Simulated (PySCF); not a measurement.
# BH2S2F (SMILES FB(S)S): levels of theory compared

Aim: a comparison of 5 runs (HF/STO-3G, HF/def2-SVP, M06-2X/6-31G, TPSS/6-31G*, B2PLYP/def2-SVP) of BH2S2F. The job is set up through a Python script.

The calculation is run with PySCF 2.14.0.

### Step 1. Starting point

BH2S2F: 6 atoms, total charge 0, spin state singlet. As SMILES, `FB(S)S`. Geometry: relaxed at PBE0-D4/def2-TZVP. This is one conformer, not always the lowest.

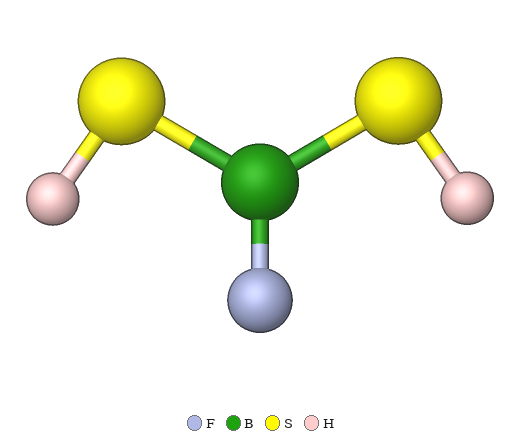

Viewed from a chosen angle; fluorine light blue, boron green, sulfur yellow, hydrogen pink.

### Step 2. Energy and forces at HF/STO-3G (run 1)

Input file run.py:

```python
# FB(S)S
from pyscf import gto, scf

mol = gto.M(
    atom=[
    ('F', (-0.456900, -0.765900, 1.012900)),
    ('B', (-0.001000, -0.023800, 0.010100)),
    ('S', (1.755200, -0.026800, -0.408100)),
    ('S', (-1.127900, 1.003700, -0.956200)),
    ('H', (2.093900, -0.896800, 0.557800)),
    ('H', (-2.221100, 0.645500, -0.262500)),
],
    basis='sto-3g',
    max_memory=1860,
    verbose=4,
    spin=0,
)

calc0 = scf.RHF(mol)
calc0.conv_tol = 1e-10
calc0.kernel()
if not calc0.converged:
    calc0 = calc0.newton().run(calc0.mo_coeff, calc0.mo_occ)

energy = calc0.e_tot
print('E = %.10f Eh' % energy)
grad = calc0.nuc_grad_method().kernel()
calc0.analyze()
```

The run is started by

```bash
OMP_NUM_THREADS=1 python run.py
```

Output:

```text
PySCF version 2.14.0

[... 58 lines left out ...]
converged SCF energy = -910.040526522404
[... 17 lines left out ...]
Two-electron Energy =                  542.645788030749600
[... 5 lines left out ...]
MO #2   energy= -90.74813847232    occ= 2
[... 3 lines left out ...]
MO #6   energy= -7.45951752559267  occ= 2
[... 3 lines left out ...]
MO #10  energy= -6.28068009637381  occ= 2
[... 3 lines left out ...]
MO #14  energy= -0.926526762043716 occ= 2
[... 3 lines left out ...]
MO #18  energy= -0.545731600329469 occ= 2
[... 3 lines left out ...]
MO #22  energy= -0.339728778698743 occ= 2
[... 3 lines left out ...]
MO #26  energy= 0.464843823957248  occ= 0
[... 3 lines left out ...]
MO #30  energy= 0.748326962792165  occ= 0
 ** Mulliken pop on meta-lowdin orthogonal AOs  **
 ** Mulliken pop  **
pop of  0 F 1s            1.99994
pop of  0 F 2s            1.82803
pop of  0 F 2px           1.87946
pop of  0 F 2py           1.73619
pop of  0 F 2pz           1.64985
pop of  1 B 1s            1.99953
pop of  1 B 2s            0.95994
pop of  1 B 2px           0.83306
pop of  1 B 2py           0.59346
pop of  1 B 2pz           0.61985
pop of  2 S 1s            2.00000
pop of  2 S 2s            1.99964
pop of  2 S 3s            1.74234
pop of  2 S 2px           1.99924
pop of  2 S 2py           1.99961
pop of  2 S 2pz           1.99951
pop of  2 S 3px           1.18808
pop of  2 S 3py           1.52639
pop of  2 S 3pz           1.45597
pop of  3 S 1s            2.00000
pop of  3 S 2s            1.99964
pop of  3 S 3s            1.74236
pop of  3 S 2px           1.99918
pop of  3 S 2py           1.99965
pop of  3 S 2pz           1.99954
pop of  3 S 3px           0.99980
pop of  3 S 3py           1.63597
pop of  3 S 3pz           1.53469
pop of  4 H 1s            1.03954
pop of  5 H 1s            1.03955
 ** Mulliken atomic charges  **
charge of    0F =     -0.09347
charge of    1B =     -0.00584
charge of    2S =      0.08922
charge of    3S =      0.08918
charge of    4H =     -0.03954
charge of    5H =     -0.03955
Dipole moment(X, Y, Z, Debye): -0.40393, -0.65807,  0.88923
```

It took 1.6 s on 1 thread of Intel Xeon at 2.70GHz, shared host; peak memory 0.12 GiB.

### Step 3. Energy and forces at HF/def2-SVP (run 2)

Input file run.py:

```python
from pyscf import gto, scf

mol = gto.M(
    atom='''
F   -0.456900  -0.765900   1.012900
B   -0.001000  -0.023800   0.010100
S    1.755200  -0.026800  -0.408100
S   -1.127900   1.003700  -0.956200
H    2.093900  -0.896800   0.557800
H   -2.221100   0.645500  -0.262500
''',
    max_memory=1860,
    verbose=4,
    spin=0,
    basis='def2-svp',
    charge=0,
)

myscf = scf.RHF(mol)
myscf.conv_tol = 1e-10
myscf.kernel()
if not myscf.converged:
    myscf = myscf.newton().run(myscf.mo_coeff, myscf.mo_occ)

e_final = myscf.e_tot
print(f'total energy: {e_final:.8f} hartree')
grad = myscf.nuc_grad_method().kernel()
myscf.analyze()
```

The run is started by

```bash
OMP_NUM_THREADS=1 python run.py
```

Output:

```text
PySCF version 2.14.0

[... 79 lines left out ...]
One-electron Energy =                -1645.252060731671463
[... 8 lines left out ...]
MO #4   energy= -8.96880903777903  occ= 2
[... 6 lines left out ...]
MO #11  energy= -6.65389946843054  occ= 2
[... 6 lines left out ...]
MO #18  energy= -0.698720699391779 occ= 2
[... 6 lines left out ...]
MO #25  energy= 0.13868029299882   occ= 0
[... 6 lines left out ...]
MO #32  energy= 0.410303225460511  occ= 0
[... 6 lines left out ...]
MO #39  energy= 0.771454184086982  occ= 0
[... 6 lines left out ...]
MO #46  energy= 0.963283365006362  occ= 0
[... 6 lines left out ...]
MO #53  energy= 1.32660668380556   occ= 0
[... 6 lines left out ...]
MO #60  energy= 1.74407319648331   occ= 0
[... 6 lines left out ...]
MO #67  energy= 2.15515430584781   occ= 0
[... 6 lines left out ...]
MO #74  energy= 4.17863863673401   occ= 0
[... 44 lines left out ...]
pop of  2 S 3dyz          0.00785
pop of  2 S 3dz^2         0.00331
pop of  2 S 3dxz          0.00343
pop of  2 S 3dx2-y2       0.00715
pop of  3 S 1s            2.00000
pop of  3 S 2s            1.99998
pop of  3 S 3s            1.63288
pop of  3 S 4s            0.00496
pop of  3 S 2px           1.99996
pop of  3 S 2py           1.99999
pop of  3 S 2pz           1.99999
pop of  3 S 3px           1.08387
pop of  3 S 3py           1.68692
pop of  3 S 3pz           1.62461
pop of  3 S 4px           0.00842
pop of  3 S 4py           0.00125
pop of  3 S 4pz           0.00130
pop of  3 S 3dxy          0.00507
pop of  3 S 3dyz          0.00512
pop of  3 S 3dz^2         0.00181
pop of  3 S 3dxz          0.00899
pop of  3 S 3dx2-y2       0.00259
pop of  4 H 1s            0.90185
pop of  4 H 2s            0.00996
pop of  4 H 2px           0.00064
pop of  4 H 2py           0.00299
pop of  4 H 2pz           0.00348
pop of  5 H 1s            0.90186
pop of  5 H 2s            0.00996
pop of  5 H 2px           0.00423
pop of  5 H 2py           0.00090
pop of  5 H 2pz           0.00197
 ** Mulliken atomic charges  **
charge of    0F =     -0.33809
charge of    1B =      0.31126
charge of    2S =     -0.06764
charge of    3S =     -0.06769
charge of    4H =      0.08108
charge of    5H =      0.08108
Dipole moment(X, Y, Z, Debye): -0.35639, -0.58078,  0.78472
```

Run time: 4.8 s. Hardware: 1 thread of Intel Xeon at 2.70GHz, shared host; peak memory 0.15 GiB.

Runs 3 to 4 aren't shown in full; the table further down has their settings and results.

### Step 4. A single-point energy at B2PLYP/def2-SVP (run 5)

Input file run.py:

```python
from pyscf import gto, dft, mp

mol = gto.M(
    atom='''
F     -0.863416    -1.447341     1.914104
B     -0.001890    -0.044975     0.019086
S      3.316847    -0.050645    -0.771197
S     -2.131422     1.896718    -1.806956
H      3.956898    -1.694706     1.054089
H     -4.197271     1.219818    -0.496053
''',
    unit='bohr',
    verbose=3,
    basis='def2-svp',
    max_memory=1860,
    spin=0,
)

mf = dft.RKS(mol)
mf.xc = '0.53*HF + 0.47*B88, 0.73*LYP'
mf.conv_tol = 1e-10
mf.grids.level = 5
mf.kernel()
if not mf.converged:
    mf = mf.newton().run(mf.mo_coeff, mf.mo_occ)

pt = mp.MP2(mf, frozen=12).run()
energy = mf.e_tot + 0.27 * pt.e_corr
print('PT2 part  %.8f' % (0.27 * pt.e_corr))
print('E(%s) = %.9f' % ('B2PLYP', energy))
mf.analyze()
```

The run is started by

```bash
OMP_NUM_THREADS=1 python run.py
```

Output:

```text
converged SCF energy = -921.491286095826
E(RMP2) = -922.139753761422  E_corr = -0.648467665595914
E(SCS-RMP2) = -922.122539500769  E_corr = -0.631253404942875
PT2 part  -0.17508627
E(B2PLYP) = -921.666372366
**** MO energy ****
MO #1   energy= -90.141872893713   occ= 2
MO #2   energy= -90.1418666970559  occ= 2
MO #3   energy= -25.3785506049128  occ= 2
MO #4   energy= -8.3725621018377   occ= 2
MO #5   energy= -8.37255224390047  occ= 2
MO #6   energy= -7.21908636158823  occ= 2
MO #7   energy= -6.22422945631013  occ= 2
MO #8   energy= -6.22420830651848  occ= 2
MO #9   energy= -6.22124240520069  occ= 2
MO #10  energy= -6.22122884752387  occ= 2
MO #11  energy= -6.21858562892028  occ= 2
MO #12  energy= -6.21857717353919  occ= 2
MO #13  energy= -1.37347959295911  occ= 2
MO #14  energy= -0.872077877514234 occ= 2
MO #15  energy= -0.840536517110285 occ= 2
MO #16  energy= -0.651915864048039 occ= 2
MO #17  energy= -0.570853847075012 occ= 2
MO #18  energy= -0.565116803810359 occ= 2
MO #19  energy= -0.554474913551354 occ= 2
MO #20  energy= -0.459765660859002 occ= 2
MO #21  energy= -0.420094826060113 occ= 2
MO #22  energy= -0.38912107526119  occ= 2
MO #23  energy= -0.359184006581309 occ= 2
MO #24  energy= -0.31197811210466  occ= 2
MO #25  energy= 0.0544550516705891 occ= 0
MO #26  energy= 0.0632475063899203 occ= 0
MO #27  energy= 0.101428775801149  occ= 0
MO #28  energy= 0.135701829517776  occ= 0
MO #29  energy= 0.195698591052957  occ= 0
MO #30  energy= 0.240918623731056  occ= 0
MO #31  energy= 0.251446022046026  occ= 0
MO #32  energy= 0.321062906174804  occ= 0
MO #33  energy= 0.355468418718303  occ= 0
MO #34  energy= 0.452857036051062  occ= 0
MO #35  energy= 0.478352419619966  occ= 0
MO #36  energy= 0.490110778815235  occ= 0
MO #37  energy= 0.547201785240801  occ= 0
MO #38  energy= 0.613815053552038  occ= 0
MO #39  energy= 0.645781459573219  occ= 0
MO #40  energy= 0.690023588502942  occ= 0
MO #41  energy= 0.708226277743047  occ= 0
MO #42  energy= 0.742625656597645  occ= 0
MO #43  energy= 0.748068021210104  occ= 0
MO #44  energy= 0.757324223262973  occ= 0
MO #45  energy= 0.80389287091102   occ= 0
MO #46  energy= 0.822674850527592  occ= 0
MO #47  energy= 0.838538154977542  occ= 0
MO #48  energy= 0.855946070248542  occ= 0
MO #49  energy= 0.889186296216264  occ= 0
MO #50  energy= 0.942554967773687  occ= 0
MO #51  energy= 1.08884195152241   occ= 0
MO #52  energy= 1.10684626449069   occ= 0
MO #53  energy= 1.16433333424083   occ= 0
MO #54  energy= 1.24359553979608   occ= 0
MO #55  energy= 1.28682293956264   occ= 0
MO #56  energy= 1.31547686691196   occ= 0
MO #57  energy= 1.35950386265206   occ= 0
MO #58  energy= 1.401575915845     occ= 0
MO #59  energy= 1.51414976648241   occ= 0
MO #60  energy= 1.5584263011924    occ= 0
MO #61  energy= 1.59783053532848   occ= 0
MO #62  energy= 1.65964847073757   occ= 0
MO #63  energy= 1.6692601338293    occ= 0
MO #64  energy= 1.6803079011295    occ= 0
MO #65  energy= 1.72283638973852   occ= 0
MO #66  energy= 1.83346999841365   occ= 0
MO #67  energy= 1.95926467759808   occ= 0
MO #68  energy= 2.31670089336565   occ= 0
MO #69  energy= 2.32924835119414   occ= 0
MO #70  energy= 3.21509951353854   occ= 0
MO #71  energy= 3.22285953056573   occ= 0
MO #72  energy= 3.46042030925569   occ= 0
MO #73  energy= 3.54869136115912   occ= 0
MO #74  energy= 3.92908305397326   occ= 0
 ** Mulliken atomic charges  **
charge of    0F =     -0.30006
charge of    1B =      0.23765
charge of    2S =     -0.05859
charge of    3S =     -0.05864
charge of    4H =      0.08982
charge of    5H =      0.08982
Dipole moment(X, Y, Z, Debye): -0.32536, -0.53024,  0.71641
```

It took 17 s on 1 thread of Intel Xeon at 2.70GHz, shared host; peak memory 0.38 GiB.

### Step 5. All runs side by side

| run | level | integration grid | task | energy (Eh) | dipole moment (D) | HOMO energy (eV) | LUMO energy (eV) | wall time |
| --- | --- | --- | --- | --- | --- | --- | --- | --- |
| 1 | HF/STO-3G | – | gradient | -910.040527 | 1.18 | -7.27 | 8.17 | 1.6 s |
| 2 | HF/def2-SVP | – | gradient | -920.120791 | 1.04 | -10.32 | 3.77 | 4.8 s |
| 3 | M06-2X/6-31G | 5 | gradient | -922.165641 | 1.62 | -8.92 | 0.45 | 23 s |
| 4 | TPSS/6-31G* (spherical functions) | 5 | gradient | -922.400563 | 1.42 | -6.47 | -0.85 | 31 s |
| 5 | B2PLYP/def2-SVP | 5 | energy | -921.666372 | 0.95 | -8.49 | 1.48 | 17 s |

### Step 6. What came out

| quantity | value |
| --- | --- |
| run 5: total energy | -921.66637 Eh |
| run 5: dipole moment (SCF part) | 0.95 D |
| run 5: HOMO energy (SCF part's orbitals) | -8.49 eV |
| run 5: LUMO energy (SCF part's orbitals) | 1.48 eV |
| run 5: HOMO–LUMO gap (SCF part's orbitals) | 9.97 eV |

**Reading.** The dipole moment (its size) runs from 0.95 D (B2PLYP/def2-SVP) to 1.62 D (M06-2X/6-31G). The two ends differ in method and basis. A double hybrid's value is that of its SCF part. The HOMO–LUMO gap runs from 5.62 eV (TPSS/6-31G*) to 15.44 eV (HF/STO-3G). Totals of different functionals can't be ranked against each other. In run 1 the basis is minimal, so the values are rough. All runs together took 77 s, the longest 31 s.
